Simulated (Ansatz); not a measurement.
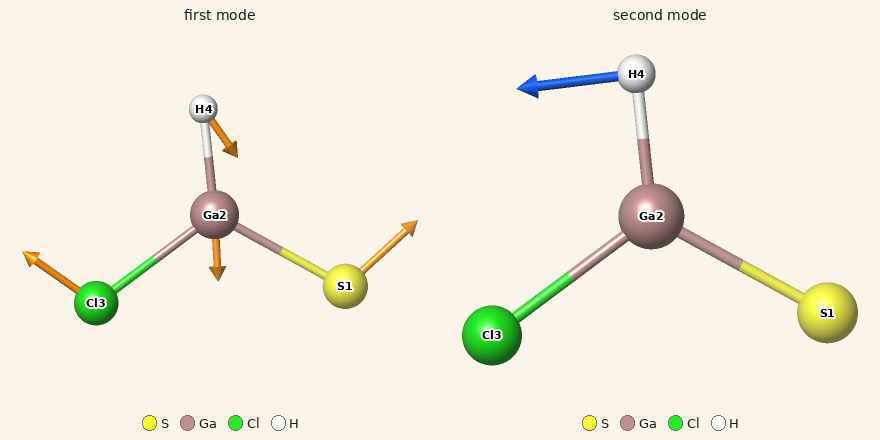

The system is ClGaHS, SMILES [S][GaH][Cl], spin multiplicity 2; the picture shows the reference structure; its two panels give the patterns of the first and the second mode as arrows. 
- The first coordinate is: normal mode 1 (115 cm⁻¹); the second: normal mode 5 (604 cm⁻¹).
- Nothing is relaxed (straight displacements along the two mass-weighted modes).
- The grid has 11 × 11 points. At 12 points there is no value.
- Points are written as (first, second).
- All energies are given in eV relative to the relaxed molecule at the same level.
- Theory: UKS CAM-B3LYP-D4/def2-SVP (Ansatz 0.2.0).

Its coordinates:

```xyz
4

S    -2.0127   -0.0947   -0.5450
Ga    0.0882    0.1745   -0.0292
Cl    1.0387   -1.5668    0.7850
H     0.8857    1.4869   -0.2107
```

Range: normal mode 1 (115 cm⁻¹) from −4.13 to 4.13 amu½·Å; normal mode 5 (604 cm⁻¹) from −0.458 to 0.458 amu½·Å.

**What will the energy surface look like?**

The lowest grid point is at (0.00 amu½·Å, 0.000 amu½·Å), 0.000 eV from the relaxed molecule at the same level. It is the only kind of minimum in the scanned range. The highest grid point, (4.13 amu½·Å, −0.458 amu½·Å), lies 0.713 eV above the lowest.

```csv
"normal mode 5 (604 cm⁻¹) ↓, normal mode 1 (115 cm⁻¹) →",−4.13,−3.31,−2.48,−1.65,−0.83,0.00,0.83,1.65,2.48,3.31,4.13
0.458,0.664,0.467,0.329,0.238,0.186,0.169,0.186,0.236,0.323,0.455,0.635
0.366,0.596,–,0.261,–,0.119,–,0.120,–,0.259,–,0.574
0.275,0.549,0.351,0.213,0.122,0.071,0.055,0.072,0.123,0.213,0.346,0.529
0.183,0.520,0.321,0.182,0.091,0.040,0.024,0.041,–,0.181,0.315,0.500
0.092,0.506,0.306,0.166,0.074,0.022,0.006,0.022,0.074,0.164,0.299,0.485
0.000,0.505,0.304,0.162,0.069,0.017,0.000,0.017,–,0.159,–,0.484
−0.092,0.514,0.311,0.169,0.075,0.022,0.006,0.023,0.075,0.168,0.306,0.496
−0.183,0.532,–,0.185,0.091,0.039,0.023,0.041,0.095,0.190,–,0.525
−0.275,0.558,0.353,0.211,0.118,0.067,0.053,0.073,0.130,0.227,0.372,0.570
−0.366,0.593,–,0.248,–,0.108,0.097,0.120,0.181,0.282,0.430,0.632
−0.458,0.639,0.438,0.299,0.211,0.166,0.157,0.185,0.249,0.354,0.507,0.713
```

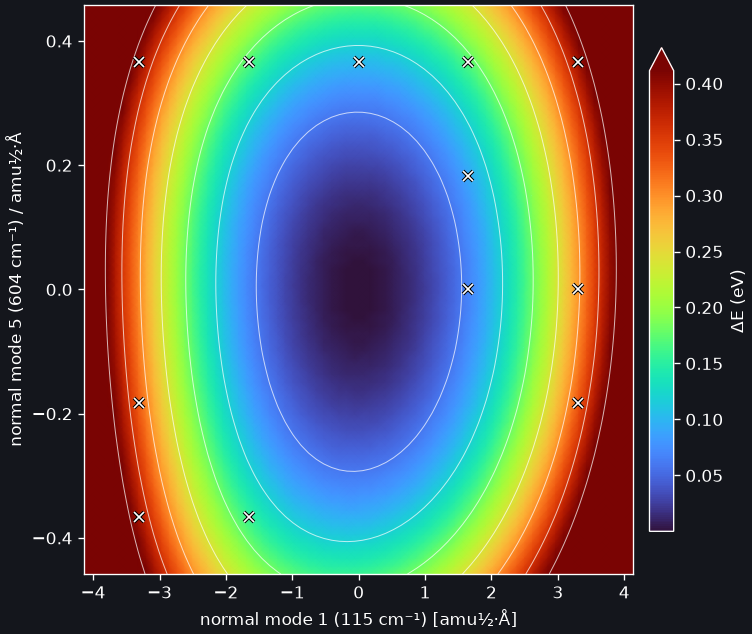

Drawn: a smooth colour map with a few white contour lines, crosses at grid points without a value, one colour for all values above the top of the scale. Between grid points the surface is interpolated.

Time for the 109 points that were run: 14 min on 1 thread of Arm Neoverse V2 (shared host).
